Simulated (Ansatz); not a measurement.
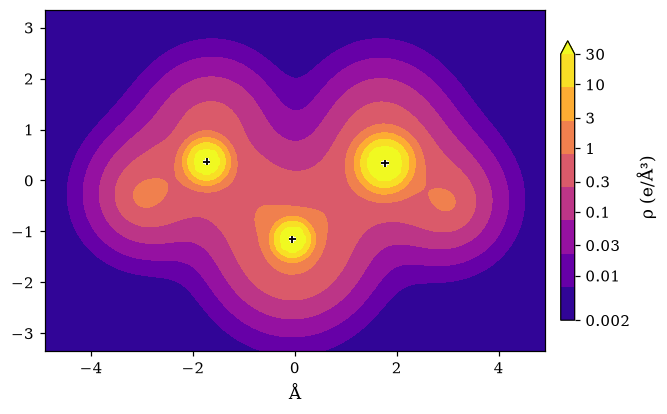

The total electron density on a plane through atoms (crosses mark nuclei in the plane).

The calculation used isolated molecule in a Gaussian basis; Kohn-Sham density functional theory, functional PBE0 (Ansatz).

Candidates:
A. CH4FGeS (SMILES [CH3][Ge]([F])[SH]) (doublet)
B. GeH7PSi
C. ClH3OSi3

**Which system is this?**

Candidate B: GeH7PSi on the plane of atoms Ge1, P2 and Si3, which holds Ge, P and Si. Si–P (2.27 Å): ρ is about 0.69 e/Å³ halfway. Ge–P (2.35 Å): the density is about 0.63 e/Å³ at the midpoint.
